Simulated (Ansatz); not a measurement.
# OF (SMILES [O]F): U-wB97M-V/STO-3G

What is the vertical electron affinity of OF at U-wB97M-V/STO-3G? 

The calculation is run with Ansatz 0.2.0.

48 further runs of the same task are left out: 7 that didn't finish, 41 set aside as unsound or not needed.

## Step 1: The system as given

OF: 2 atoms, total charge 0, spin state doublet. SMILES: `[O]F`. The shape is that of a PBE0-D4/def2-TZVP optimisation.

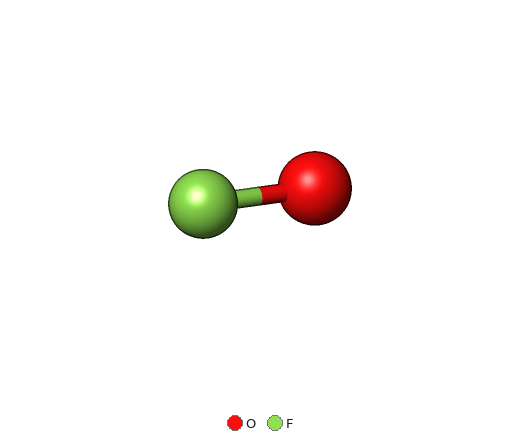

The structure, seen from a chosen angle (oxygen red, fluorine green).

## Step 2: The energy at U-wB97M-V/STO-3G

job.yaml

```yaml
crystal:
  periodic: [false, false, false]
  atoms:
    - {symbol: O, position_ang: [0.000000, 0.000000, -0.015950]}
    - {symbol: F, position_ang: [-0.000000, -0.000000, 1.314400]}
basis:
  gaussian:
    orbitals: STO-3G
accuracy: high
hamiltonian:
  xc: {name: wB97M-V}
magnetization:
  spin_polarized: true
  initial_magnetization: 1
```

The run is started by

```
$ ansatz run job.yaml --threads 1 --pin off --max-ram 3480MiB --events-out events.jsonl --progress --plain --runs-dir runs
```

What it wrote:

```text
Warning: RAYON_NUM_THREADS=1 ignored (pool sized by the plan → 1); use --threads N
Functional definition: wB97M-V
  name "wB97M-V"
  parameter omega = 0.3/bohr
  parameter cx = 0.15
  parameter cx01 = 1.007
  parameter cx10 = 0.259
  parameter css00 = 0.443
  parameter css04 = -1.437
  parameter css10 = -4.535
  parameter css20 = -3.390
  parameter css43 = 4.278
  parameter cos00 = 1.000
  parameter cos10 = 1.358
  parameter cos20 = 2.924
  parameter cos21 = -8.812
  parameter cos60 = -1.390
  parameter cos61 = 9.142
  parameter b = 6.0
  parameter c = 0.01
  gx(w, u) = 1 - cx + cx01*u + cx10*w
  gss(w, u) = css00 + css04*u^4 + css10*w + css20*w^2 + css43*w^4*u^3
  gos(w, u) = cos00 + cos10*w + (cos20 + cos21*u)*w^2 + (cos60 + cos61*u)*w^6
  exchange = spin_sum(e_x_unif_sr(omega)*gx(b97_w, b97_u_x)) + cx*exact_x_sr(omega) + exact_x_lr(omega)
  correlation = spin_sum(e_c_pw_mod_same_spin*gss(b97_w, b97_u_same))
      + integral(e_c_pw_mod_opposite_spin*gos(b97_w_opposite, b97_u_opposite)) + vv10(b, c)
149 factors; integrals over basis functions are off by at most 3.2e-8 eV
76 factors; integrals over basis functions are off by at most 1.2e-9 eV
mean field evaluation 1: about -4692.2357 eV, gradient 9.8e0 eV
mean field evaluation 2: about -4692.6104 eV, gradient 7.2e0 eV
mean field evaluation 4: about -4692.9422 eV, gradient 5.4e-1 eV
mean field evaluation 8: about -4692.9421 eV, gradient 7.3e-3 eV
mean field evaluation 16: about -4692.9421 eV, gradient 5.8e-8 eV
mean field -4692.94206505 eV, -172.4624399004 hartree, gradient 5.7e-8 eV, S^2 0.751062; 0 other end points of the search recorded, 0 dependent functions left out
reference -4692.94206561 eV, -172.4624399209 hartree; 9, 8 occupied and 1, 2 virtual orbitals, 149 factors
Total energy: -4692.94206561 eV, -172.4624399209 hartree
```

It took 2.8 s on 1 thread of Intel Xeon 6975P-C (Granite Rapids), shared host; peak memory 0.27 GiB.

## Step 3: The singlet anion at the same level

molecule.yaml

```yaml
crystal:
  periodic: [false, false, false]
  atoms:
    - {symbol: O, position_ang: [0.000000, 0.000000, -0.015950]}
    - {symbol: F, position_ang: [-0.000000, -0.000000, 1.314400]}
basis:
  gaussian:
    orbitals: STO-3G
total_charge: -1
hamiltonian:
  xc: {name: wB97M-V}
accuracy: high
```

The run is started by

```
$ ansatz run molecule.yaml --threads 1 --pin off --max-ram 3480MiB --events-out events.jsonl --progress --plain --runs-dir runs
```

What it wrote, cut to the lines that bear on the results:

```text
Warning: RAYON_NUM_THREADS=1 ignored (pool sized by the plan → 1); use --threads N
[... 2 set-up lines as earlier in the session ...]
[...]
  gx(w, u) = 1 - cx + cx01*u + cx10*w
  gss(w, u) = css00 + css04*u^4 + css10*w + css20*w^2 + css43*w^4*u^3
  gos(w, u) = cos00 + cos10*w + (cos20 + cos21*u)*w^2 + (cos60 + cos61*u)*w^6
[...]
      + integral(e_c_pw_mod_opposite_spin*gos(b97_w_opposite, b97_u_opposite)) + vv10(b, c)
149 factors; integrals over basis functions are off by at most 3.2e-8 eV
77 factors; integrals over basis functions are off by at most 1.2e-9 eV
[...]
mean field -4686.29063399 eV, -172.2180043173 hartree, gradient 2.2e-8 eV, S^2 0.000000; 0 other end points of the search recorded, 0 dependent functions left out
reference -4686.29063455 eV, -172.2180043380 hartree; 9, 9 occupied and 1, 1 virtual orbitals, 149 factors
Total energy: -4686.29063455 eV, -172.2180043380 hartree
```

Run time: 2.3 s. Hardware: 1 thread of Intel Xeon 6975P-C (Granite Rapids), shared host; peak memory 0.17 GiB.

## Step 4: Summary of results

At U-wB97M-V/STO-3G:

```
                                         quantity          value
                         doublet OF: total energy  -172.46244 Eh
                                 doublet OF: ⟨S²⟩          0.751
                      singlet anion: total energy  -172.21800 Eh
vertical electron affinity (to the singlet anion)      -6.651 eV
```

**Reading.** The anion lies 6.65 eV (642 kJ/mol) above the neutral: the electron isn't bound at this level, and such a value depends on the basis. Without diffuse functions anions come out too high. In a minimal basis such a difference can be off by several eV, whatever the method.
